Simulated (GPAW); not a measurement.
# Work function of H/Pt(111) at several levels, part 3 of 3

Wanted: work functions and dipole of H/Pt(111), with the cost of each level.

GPAW 26.7.0; GPAW, PAW setups; slab in vacuum, relaxation (the session's first sound run).

So far, upper work function (eV): step 2 (relaxing the atoms, PBE, GPAW) 5.09; step 6 (self-consistent run: xc = "LDA") 5.39; step 7 (self-consistent run: xc = "revPBE") 4.97; step 8 (self-consistent run: xc = "RPBE") 4.97; step 9 (real-space grid: mode = "fd", PBE, GPAW) 5.09.

## Step 10: Atomic orbitals: mode = "lcao"

Atom-centred orbitals end a few angstrom from the surface, which tests how much the density's tail matters.

Input file run.py:

```python
import json
import numpy as np
from ase import Atoms
from gpaw import GPAW

slab = Atoms(
    ['Pt', 'Pt', 'Pt', 'Pt', 'H'],
    positions=[
        [0.00000, 0.00000, 8.00000],
        [1.38593, 0.80017, 10.26321],
        [2.77186, 1.60033, 12.59102],
        [0.00000, 0.00000, 15.02675],
        [2.77186, 1.60033, 15.96120]],
    cell=[[2.77186, 0.0, 0.0], [1.38593, 2.4005, 0.0], [0.0, 0.0, 23.28964]],
    pbc=[True, True, False])

slab.calc = GPAW(mode='lcao', basis='dzp', h=0.18, xc='PBE', kpts={'size': (13, 13, 1), 'gamma': True},
                 occupations={'name': 'fermi-dirac', 'width': 0.1}, nbands='120%',
                 convergence={'density': 1e-05}, maxiter=200,
                 poissonsolver={'dipolelayer': 'xy'},
                 symmetry={'tolerance': 1e-3}, txt='slab.txt')
result = {}
energy = slab.get_potential_energy()
fermi = slab.calc.get_fermi_level()
v = slab.calc.get_electrostatic_potential().mean((0, 1)) - fermi
n = slab.calc.get_pseudo_density().mean((0, 1))
L = slab.cell[2, 2]
z = np.arange(len(v)) * L / len(v)
low, high = slab.positions[:, 2].min(), slab.positions[:, 2].max()
below, above = np.interp([low - 5.8, high + 5.8], z, v)
slopes = [np.interp(x, z, np.gradient(v, z)) for x in (low - 5.8, high + 5.8)]
eps = np.array([[slab.calc.get_eigenvalues(k, s) for k in range(len(slab.calc.get_ibz_k_points()))]
                for s in range(slab.calc.get_number_of_spins())]) - fermi
top, bottom = eps[eps < 0].max(), eps[eps > 0].min()
dipole = slab.get_dipole_moment()[2]
print(f'energy {energy:.4f} eV, Fermi level {fermi:.4f} eV, dipole {dipole:.5f} e A')
print(f'potential 5.8 A off the faces, from the Fermi level: lower {below:.4f} eV, upper {above:.4f} eV')
print(f'slope of the potential there: lower {slopes[0]:.5f}, upper {slopes[1]:.5f} eV/A')
print(f'nearest levels on the mesh: {top:.4f} and {bottom:.4f} eV')
print('magnetic moment', round(slab.get_magnetic_moment(), 3))
result.update(energy=energy, fermi=fermi, dipole=dipole, below=below, above=above, slopes=slopes, edges=[top, bottom],
              z=z.tolist(), v=v.tolist(), n=n.tolist(), positions=slab.positions.tolist(),
              forces=slab.get_forces(apply_constraint=False).tolist(), moments=slab.get_magnetic_moments().tolist())
json.dump(result, open('result.json', 'w'))
```

Started as:

```
> OMP_NUM_THREADS=1 OPENBLAS_NUM_THREADS=1 python run.py
```

Log:

```text
energy -25.9349 eV, Fermi level -5.4204 eV, dipole 0.02205 e A
potential 5.8 A off the faces, from the Fermi level: lower 5.7197 eV, upper 5.1211 eV
slope of the potential there: lower -0.00001, upper -0.00000 eV/A
nearest levels on the mesh: -0.0061 and 0.0118 eV
magnetic moment 0.0
```

Wall time 12 min (1 thread of Arm Neoverse V1, shared host); peak memory 0.29 GiB.

Numbers from this step:

| Item | Value |
| --- | --- |
| dipole along the normal | 0.02205 e·Å |
| levels nearest the Fermi level on the mesh | -0.006147, 0.01180 eV from the Fermi level |
| upper work function | 5.121 eV |
| lower work function | 5.720 eV |

The upper face's work function is 5.121 eV, against 5.086 eV in the first plane-wave PBE run at this geometry.

## Step 11: Cost and result by level

Times are for 1 thread of Arm Neoverse V1, shared host. The series side by side:

```
no.         run  upper work function (eV)  lower work function (eV)     time  memory (GiB)
  1          pw                     5.086                     5.640  3.8 min          0.26
  2     vdW DF2                     5.350                     5.882  6.3 min           0.4
  3  optPBE vdW                     5.273                     5.787  3.3 min           0.4
  4         LDA                     5.392                     6.025    4 min          0.26
  5      revPBE                     4.975                     5.498  4.4 min          0.26
  6        RPBE                     4.966                     5.478  4.5 min          0.26
  7          fd                     5.086                     5.640  9.8 min          0.62
  8        lcao                     5.121                     5.720   12 min          0.29
```

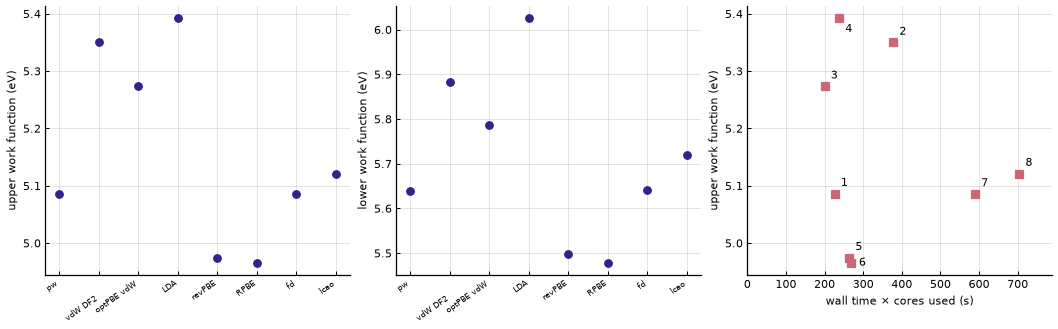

The series as plots; the last panel sets the first result against cost, with the runs numbered as in the table.

## Step 12: Side by side

Results and costs are gathered.

This step: comparison of work functions, dipole and cost (GPAW 26.7.0).

Ladder, by row:

```
      step  code  work function, upper (eV)  work function, lower (eV)  dipole (e Å)  wall time (s)  peak memory (GiB)  threads
        pw  GPAW                      5.086                       5.64       0.02037          225.9               0.26        1
   vdW-DF2  GPAW                       5.35                      5.882       0.01957          377.3                0.4        1
optPBE-vdW  GPAW                      5.273                      5.787        0.0189          199.8                0.4        1
       LDA  GPAW                      5.392                      6.025       0.02329          237.4               0.26        1
    revPBE  GPAW                      4.975                      5.498       0.01926          263.6               0.26        1
      RPBE  GPAW                      4.966                      5.478       0.01886          269.4               0.26        1
        fd  GPAW                      5.086                       5.64       0.02043          589.3               0.62        1
      lcao  GPAW                      5.121                       5.72       0.02205          703.8               0.29        1
```

## Step 13: A changed run

One more run, with changed settings.

This step: GPAW, PAW setups; slab in vacuum (GPAW 26.7.0).

run.py, as its differences from that of step 10:

```diff
@@ -3,3 +3,4 @@
 from ase import Atoms
-from gpaw import GPAW
+from gpaw import GPAW, PW
+from gpaw.external import ConstantElectricField
 
@@ -16,6 +17,7 @@
 
-slab.calc = GPAW(mode='lcao', basis='dzp', h=0.18, xc='PBE', kpts={'size': (13, 13, 1), 'gamma': True},
-                 occupations={'name': 'fermi-dirac', 'width': 0.1}, nbands='120%',
-                 convergence={'density': 1e-05}, maxiter=200,
+slab.calc = GPAW(mode=PW(500), xc='PBE', kpts={'size': (13, 13, 1), 'gamma': True},
+                 occupations={'name': 'fermi-dirac', 'width': 0.1}, nbands='160%',
+                 convergence={'density': 1e-05}, maxiter=50,
                  poissonsolver={'dipolelayer': 'xy'},
+                 external=ConstantElectricField(1.5, [0, 0, 1]),
                  symmetry={'tolerance': 1e-3}, txt='slab.txt')
```

Log:

```text
energy -28.6914 eV, Fermi level 1.0213 eV, dipole 0.65200 e A
potential 5.8 A off the faces, from the Fermi level: lower 15.2640 eV, upper -2.1794 eV
slope of the potential there: lower -0.30565, upper 0.00904 eV/A
nearest levels on the mesh: -0.0258 and 0.0032 eV
magnetic moment 0.0
```

Run time: 15 min. Hardware: 1 thread; peak memory 0.57 GiB.

The run finished. A setting was moved off its sound value on purpose, so it serves as a test and not as the result.

The fault put into the input: a field far too strong (field = 1.5).

Side by side:

```
                     quantity  this run  sound run  difference
dipole along the normal (e·Å)   0.65200   0.020368       0.632
```

The two runs differ clearly in the dipole along the normal: 0.652 e·Å against 0.0204 e·Å.

## Step 14: Outcome

```yaml
work_function_upper_and_lower_face: 5.086 and 5.640 eV
dipole_along_the_normal: 0.0204 e Å
```

With plane waves and PBE the work function is 5.09 eV on the upper face and 5.64 eV on the lower. The two faces differ by 0.55 eV, the step that the slab's dipole makes (e p/(ε0 A) gives 0.55 eV), so the dipole layer is needed. Over the sound runs of the table the upper face's work function spans 4.966 (RPBE) to 5.392 eV (LDA). The cell of 6.65 Å² holds one H, started on one chosen site; other sites and coverages weren't tried. The in-plane lattice was kept as typed, which isn't the functional's own and leaves some strain; spin-orbit coupling and temperature are left out.

[Logs are printed without paths, hosts, clocks, repeated set-up lines and the standing remarks that a program may print on its own settings, such as how far it seeks lower states.]

[Hosts, paths, dates, database ids (printed as entryN), source tags and the programs' standing remarks are cut or masked in the printed files.]
